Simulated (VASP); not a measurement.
Band structure of Li2O (space group Fm-3m). Calculation: modified Becke-Johnson potential (mBJ), VASP's PBE PAW potentials (set 64) (plane waves; VASP).

mBJ is a potential without an energy functional, so only the levels count.

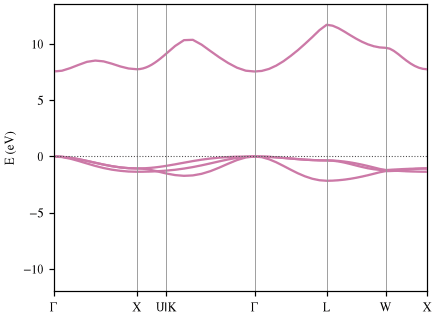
Fig. 1. Bands along high-symmetry lines, zero at the valence-band maximum or, without a gap, the Fermi level

### Question
Read the plot: is there a gap, and where are the band edges?

### Answer
The gap is direct, 7.55 eV, from the valence maximum at Γ to the conduction minimum at Γ.

The structure comes from a computed database's Li2O entry (Fm-3m); how it stands against other phases isn't given here. It was relaxed first. The cell's shape comes from a PBE relaxation.
